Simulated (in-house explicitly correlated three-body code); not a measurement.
Two electrons around a point charge Z = 57.735. Computed variationally in 260 exponentially correlated functions with an in-house code, non-relativistic, converged to about 10⁻⁸ of the energy. Wanted, and plotted below: the bound S and P states that converged, by term and principal number n, on a logarithmic scale of binding.

The ground state is bound by 44.37 keV. The n = 2 states drawn run, from the deepest, 2 ³S (11.04 keV), 2 ³P (10.99 keV), 2 ¹S (10.98 keV), 2 ¹P (10.93 keV). Exchange puts 2 ³S below 2 ¹S by 67.1 eV and 2 ³P below 2 ¹P by 51.4 eV. Quantum defects n − (Z − 1)/√(2 E(binding)): 2 ³S 0.009, 2 ³P 0.003, 2 ¹S 0.003, 2 ¹P −0.001.

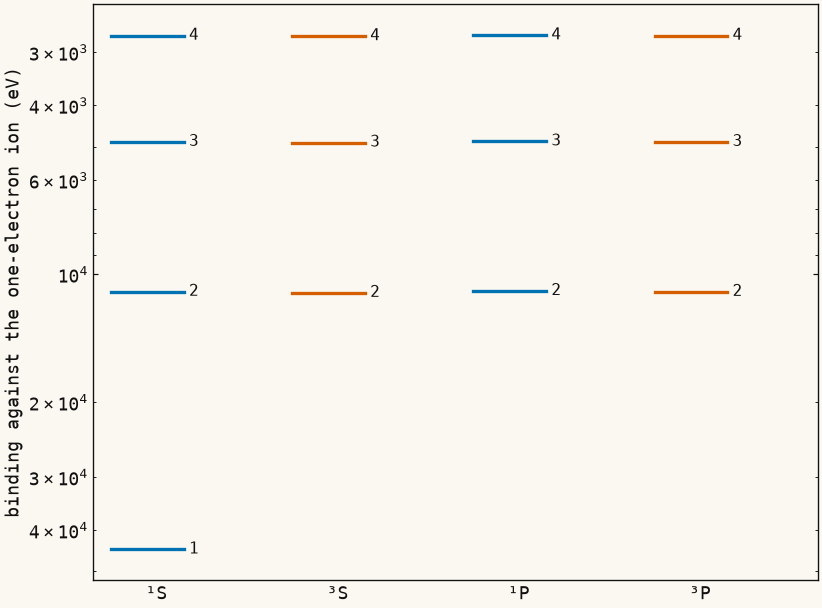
